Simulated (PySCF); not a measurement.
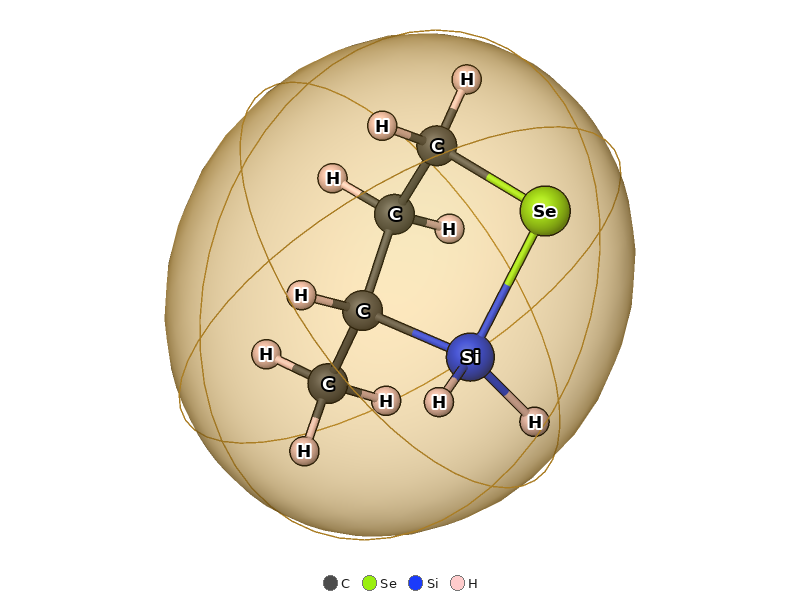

The ellipsoid shows the static dipole polarisability: its half-axes are proportional to the principal values. Computed geometry: GFN2-xTB optimisation. No frequency run is at hand to confirm it as a minimum. Level of theory: CAM-B3LYP/def2-SVPD (PySCF 2.14.0).

Question: How large and how anisotropic is the polarisability?

Answer: Principal values 82.0, 102.8, 111.9 bohr³; mean 98.9 bohr³ (14.66 Å³); anisotropy 26.5 bohr³, so the longest axis is 1.36 times the shortest.

The geometry is semi-empirical. Around Se, Si such bond lengths and angles can be off by a tenth of an ångström or more and by several degrees, and values that hang on the shape move with them.
